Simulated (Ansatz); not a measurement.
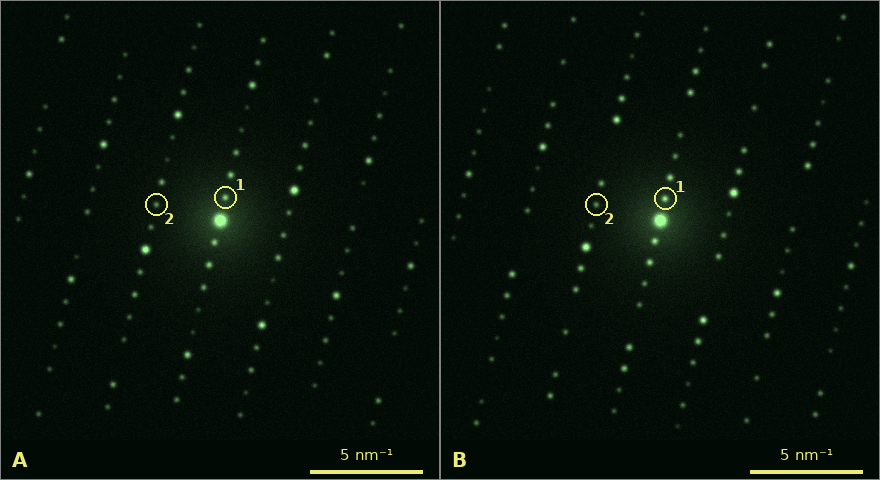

Kinematic electron diffraction patterns (300 kV, B = 0.5 Å², same scale) along [100] of the run's own cell, for the start and the end of one relaxation of Mn2Br3 with Ansatz 0.2.0, DFT PBE, scalar-relativistic, plane waves, PAW. k mesh 12×12×4. The start is a generated model structure, and the relaxation ends in the nearest stationary point of its symmetry, not necessarily the ground state. Spot 1 is 0 0 -1 and spot 2 is 0 1 0 in both.

Start structure:

```
CELL_PARAMETERS angstrom
3.93695 0.00000 0.00000
-1.96847 3.40950 0.00000
0.00000 0.00000 9.65030
ATOMIC_POSITIONS crystal
Mn 0.33333 0.66667 0.17527
Mn 0.66667 0.33333 0.82473
Br 0.00000 0.00000 0.00000
Br 0.33333 0.66667 0.68582
Br 0.66667 0.33333 0.31418
```

### Which pattern belongs to the start structure, and which to the relaxed one?

A is the start: its cell gives d(1) = 9.650 Å, d(2) = 3.409 Å and an angle of 90.0°. B is the relaxed structure, with d(1) = 10.217 Å (+5.9 %), d(2) = 3.404 Å (-0.2 %) and 90.0°.

### Name reflections whose intensity changes strongly on relaxation.

0 1 5 fades out of sight; 0 0 7 goes from 3.8 to 17 % of the strongest spot; 0 1 -5 goes from 4.5 to 18 % of the strongest spot; 0 2 5 goes from 2.2 to 8.7 % of the strongest spot.

### Summarise the relaxation behind the change.

The volume changed by +5.5 % to 27.34 Å³ an atom; with the mean shift removed, the atoms moved by up to 0.17 Å relative to the cell (Br most); the space group stayed P-3m1 (No. 164); the free energy fell by 1.5 meV an atom. Relaxed cell: a = 3.930 Å, b = 3.930 Å, c = 10.217 Å, α = 90.00°, β = 90.00°, γ = 120.00°.
